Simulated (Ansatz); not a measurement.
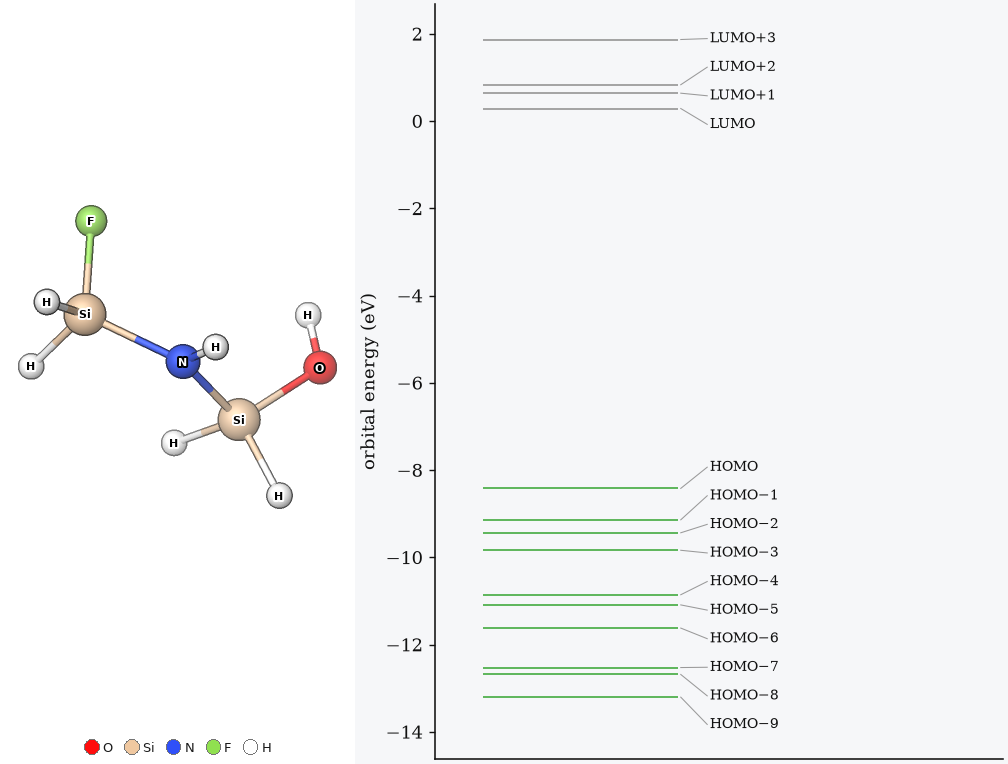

Si₂NH₆OF, SMILES O[SiH2]N[SiH2]F. Kohn-Sham orbital energies near the frontier, PBE0/def2-TZVPP, the Ansatz code, at a PBE0-D4/def2-TZVP geometry (no frequency check), isolated molecule; empty levels in grey, levels within 0.03 eV side by side.

Where do the frontier orbitals lie?

Answer. HOMO at −8.42 eV, LUMO at 0.29 eV, 8.71 eV apart.

List the levels.

Answer.
| orbital | energy (eV) |
| --- | --- |
| LUMO+3 | 1.87 |
| LUMO+2 | 0.83 |
| LUMO+1 | 0.64 |
| LUMO | 0.29 |
| HOMO | −8.42 |
| HOMO−1 | −9.14 |
| HOMO−2 | −9.44 |
| HOMO−3 | −9.84 |
| HOMO−4 | −10.86 |
| HOMO−5 | −11.09 |
| HOMO−6 | −11.62 |
| HOMO−7 | −12.53 |
| HOMO−8 | −12.68 |
| HOMO−9 | −13.20 |

Known limits of this run: one conformer of a flexible molecule; empty levels above zero depend strongly on the basis.
